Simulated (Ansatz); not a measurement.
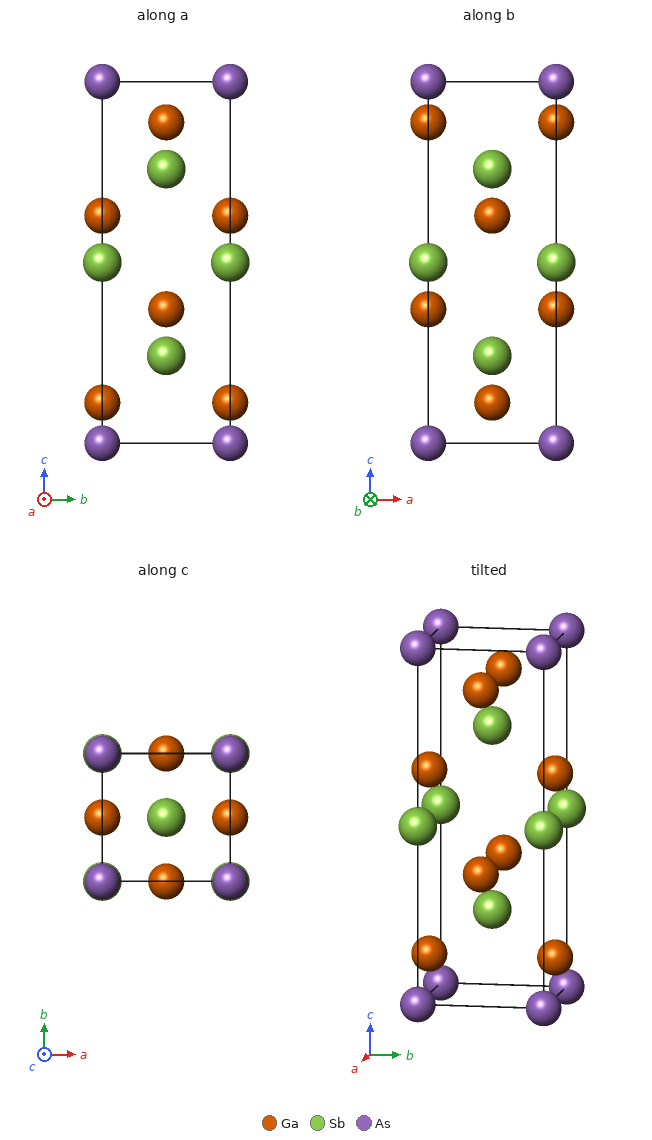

This spheres-only model is shown along the a axis, along the b axis, along the c axis and slightly off an axis. The wireframe shows the conventional unit cell.

Lattice parameters: a = 4.3155 Å, b = 4.3155 Å, c = 12.1980 Å, α = 90.000°, β = 90.000°, γ = 90.000°.

Q: Set out the cell and atoms as a CIF in P1 with every atom of the cell, with free fractional coordinates to two decimals.

A:
```cif
data_structure
_symmetry_space_group_name_H-M 'P 1'
_symmetry_Int_Tables_number 1
_cell_length_a 4.3155
_cell_length_b 4.3155
_cell_length_c 12.1980
_cell_angle_alpha 90.000
_cell_angle_beta 90.000
_cell_angle_gamma 90.000
_cell_volume 227.17
loop_
_atom_site_label
_atom_site_type_symbol
_atom_site_fract_x
_atom_site_fract_y
_atom_site_fract_z
_atom_site_occupancy
Ga1 Ga 0.50 0.00 0.63 1
Ga2 Ga 0.00 0.50 0.89 1
Ga3 Ga 0.50 0.00 0.11 1
Ga4 Ga 0.00 0.50 0.37 1
Sb1 Sb 0.50 0.50 0.24 1
Sb2 Sb 0.00 0.00 0.50 1
Sb3 Sb 0.50 0.50 0.76 1
As1 As 0.00 0.00 0.00 1
```

The initial geometry was a structure type filled with these elements by a generator (whether the compound takes this form wasn't checked). Atoms and cell were optimised with Ansatz, DFT PBE, scalar-relativistic, plane waves, PAW.
